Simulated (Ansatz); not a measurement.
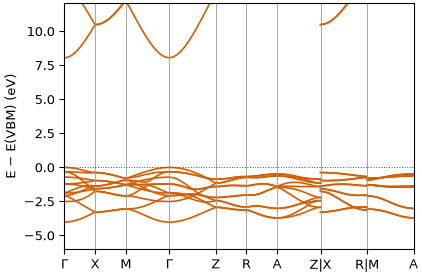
Band structure from the program Ansatz at the r²SCAN level (PAW)

Read off the gap and where the band edges lie.

About 8.1 eV (8.06 eV by a search for the band edges); maximum at Γ, minimum at Γ.

The material is MgF₂ (rutile, P4_2/mnm).

The cell was relaxed with r²SCAN under the symmetry of its start.

Potentials: the earlier of the program's two PAW sets. The files were generated under PBE; for other functionals the program regenerates the frozen cores, and for LDA and PBEsol the local potential too.
